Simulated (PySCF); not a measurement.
# CH3ClF2Si (SMILES C[Si](F)(F)Cl): MP2/def2-SVPD

Aim: the vertical singlet–triplet gap of CH3ClF2Si at MP2/def2-SVPD, from 2 runs. 

The results are computed with PySCF 2.14.0.

## Step 1: The system as given

CH3ClF2Si has 8 atoms, charge 0, and is taken as a singlet. As SMILES, `C[Si](F)(F)Cl`. The shape is that of a PBE0-D4/def2-TZVP optimisation.

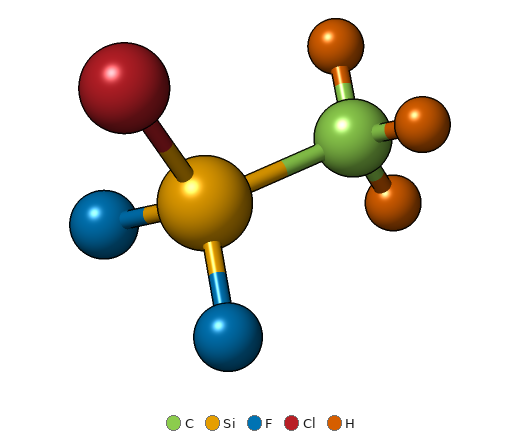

Viewed from a chosen angle; carbon green, silicon amber, fluorine blue, chlorine red, hydrogen orange.

## Step 2: The energy at MP2/def2-SVPD

calc.py

```python
# C[Si](F)(F)Cl
from pyscf import gto, mp

mol = gto.M(
    atom='''
C     -1.527844    -0.565028     0.967918
Si     1.305045     0.286105    -0.829968
F      3.754886    -0.892518     0.414039
F      1.164449    -0.785370    -3.617314
Cl     1.819995     4.078974    -1.059947
H     -1.733068    -2.618027     1.038971
H     -1.398775     0.151934     2.897706
H     -3.210267     0.235838     0.083337
''',
    max_memory=1860,
    verbose=3,
    basis='def2-svpd',
    unit='bohr',
)

mf = mol.RHF()
mf.conv_tol = 1e-10
mf.kernel()
if not mf.converged:
    mf = mf.newton().run(mf.mo_coeff, mf.mo_occ)

pt = mp.MP2(mf, frozen=13).run()
e_final = pt.e_tot
print(f'total energy: {e_final:.8f} hartree')
```

Command:

```sh
$ OMP_NUM_THREADS=1 python calc.py
```

Log:

```text
converged SCF energy = -986.723158487075
E(RMP2) = -987.50175557587  E_corr = -0.778597088794605
E(SCS-RMP2) = -987.478860905584  E_corr = -0.755702418508469
total energy: -987.50175558 hartree
```

Run time: 6.9 s. Hardware: 1 thread of Arm Neoverse V2, shared host; peak memory 0.65 GiB.

## Step 3: The triplet at the same level

job.py

```python
from pyscf import gto, scf, mp

mol = gto.M(
    atom='''
C     -0.808500    -0.299000     0.512200
Si     0.690600     0.151400    -0.439200
F      1.987000    -0.472300     0.219100
F      0.616200    -0.415600    -1.914200
Cl     0.963100     2.158500    -0.560900
H     -0.917100    -1.385400     0.549800
H     -0.740200     0.080400     1.533400
H     -1.698800     0.124800     0.044100
''',
    max_memory=1860,
    basis='def2-svpd',
    spin=2,
    verbose=3,
)

mf = scf.UHF(mol)
mf.conv_tol = 1e-10
mf.kernel()
if not mf.converged:
    mf = mf.newton().run(mf.mo_coeff, mf.mo_occ)

pt = mp.MP2(mf, frozen=13).run()
e_tot = pt.e_tot
print('E = %.10f Eh' % e_tot)
```

Command:

```sh
$ OMP_NUM_THREADS=1 python job.py
```

Log:

```text
WARN: HOMO 0.0427560884035905 >= LUMO -0.385955767447731

WARN: HOMO -0.118343692317829 >= LUMO -0.344514277493561

WARN: HOMO -0.095084780165271 >= LUMO -0.242331830154927

WARN: HOMO -0.0953625485633163 >= LUMO -0.214930703506874

WARN: HOMO -0.0979974484334463 >= LUMO -0.214818655561505

WARN: HOMO -0.0995060831638099 >= LUMO -0.210368952507682

WARN: HOMO -0.100719708842697 >= LUMO -0.209177441728062

WARN: HOMO -0.101836764244659 >= LUMO -0.207258537501407

WARN: HOMO -0.103108335697917 >= LUMO -0.205720689873186

WARN: HOMO -0.104352067473339 >= LUMO -0.204412302806879

WARN: HOMO -0.104465572517149 >= LUMO -0.204334775971724

WARN: HOMO -0.104844269081525 >= LUMO -0.204003049535359

WARN: HOMO -0.104642383585525 >= LUMO -0.204138282730315

WARN: HOMO -0.104776610236064 >= LUMO -0.204036662306184

WARN: HOMO -0.10477958406987 >= LUMO -0.204065806201005

WARN: HOMO -0.104771654963471 >= LUMO -0.204089726593528

WARN: HOMO -0.104795588334562 >= LUMO -0.20406173074409

WARN: HOMO -0.104784107390064 >= LUMO -0.204074774124154

WARN: HOMO -0.104786824827517 >= LUMO -0.204074077457155

WARN: HOMO -0.10479025037727 >= LUMO -0.204070523705675

WARN: HOMO -0.104791335327363 >= LUMO -0.204069001596104

WARN: HOMO -0.104791776385742 >= LUMO -0.204067706278983

WARN: HOMO -0.1047915626522 >= LUMO -0.204067518872623

WARN: HOMO -0.10479131369362 >= LUMO -0.204067373563378

WARN: HOMO -0.104791339091363 >= LUMO -0.204067293598551

converged SCF energy = -986.373743651135  <S^2> = 2.0131923  2S+1 = 3.008782
E(UMP2) = -987.151699825121  E_corr = -0.777956173986378
E(SCS-UMP2) = -987.12439037533  E_corr = -0.750646724195512
E = -987.1516998251 Eh
```

Wall time 29 s (1 thread of Arm Neoverse V2, shared host); peak memory 0.92 GiB.

## Step 4: Summary of results

Level: MP2/def2-SVPD, 13 core orbitals frozen.

| quantity | value |
| --- | --- |
| singlet: total energy | -987.50176 Eh |
| singlet: dipole moment (Hartree–Fock density) | 2.46 D |
| singlet: HOMO energy (Hartree–Fock orbitals) | -13.11 eV |
| singlet: LUMO energy (Hartree–Fock orbitals) | 2.11 eV |
| singlet: HOMO–LUMO gap (Hartree–Fock orbitals) | 15.22 eV |
| singlet: correlation energy (13 core orbitals frozen) | -778.6 mEh |
| triplet: total energy | -987.15170 Eh |
| triplet: dipole moment (Hartree–Fock density) | 1.47 D |
| triplet: HOMO energy (Hartree–Fock orbitals) (highest over α and β) | -2.85 eV |
| triplet: correlation energy (13 core orbitals frozen) | -778.0 mEh |
| triplet: ⟨S²⟩ of the reference determinant | 2.013 |
| vertical energy of the triplet above the singlet | 9.526 eV |

In words: At this shape the triplet lies 9.53 eV (220 kcal/mol) above the singlet. Mulliken charges (triplet) of the mean-field density run from -2.01 on C1 to +2.06 on Si2; in a basis this large or diffuse they mean little.
